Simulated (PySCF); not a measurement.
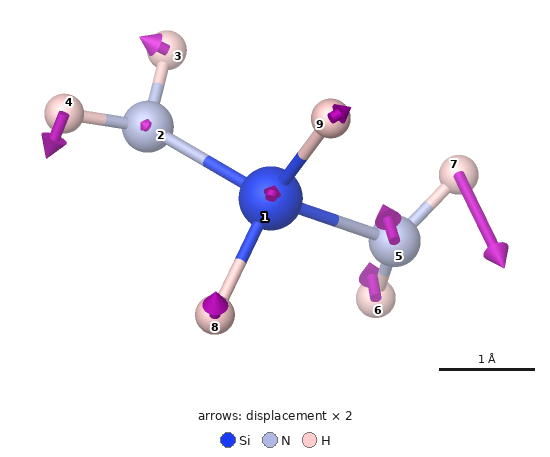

A relaxation of SiN2H6. The starting structure is drawn; purple arrows show the displacements, magnified 2 times. The two geometries are superimposed by the best rigid fit.

The picture is a ball-and-stick view, seen from a free direction.

The start comes from GFN2-xTB.

These are results of PySCF, PBE0-D3(BJ)/def2-SVP geometry optimisation, gas phase, not measurements. 

Which element moves most?

Answer. Hydrogen: up to 0.65 Å, against 0.28 Å for nitrogen.

What did the optimiser do to the structure, and how much energy did it gain?

Answer. H7 moves most after the best rigid fit: 0.65 Å. By element the largest moves are H 0.65 Å, N 0.28 Å, Si 0.09 Å. Among the contacts that change: Si1–H8 1.460 → 1.502 Å, Si1–H9 1.468 → 1.502 Å, Si1–N2 1.732 → 1.723 Å, N2–H3 1.008 → 1.013 Å. Among the angles between lasting bonds that change: N5–Si1–H8 107.7° → 117.7°, H8–Si1–H9 113.6° → 107.3°, N2–Si1–N5 112.3° → 108.6°. After 16 geometry steps the energy has fallen by 2.32 kcal/mol. Largest force component: 0.69 eV/Å at the start, 0.019 eV/Å at the end. The run took of the order of 23 core-seconds on a shared host.
